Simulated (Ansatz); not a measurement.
The parent structure is CdSe in the zinc blende structure (space group F-43m, No. 216; a = 6.082 Å).

One thing is altered: every lattice vector is shortened by 0.50 %; the atoms relax in the strained cell.

Computed with PBEsol (Ansatz, a program for electronic structure; PAW; 420 eV plane waves; no spin-orbit coupling).

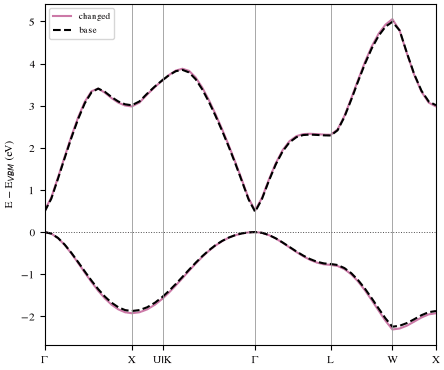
Highest valence and lowest conduction band along the path, each from its own valence-band maximum

Read the changed gap and its character from the plot.

About 0.5 eV, direct at Γ.

No phonon test of stability was made.
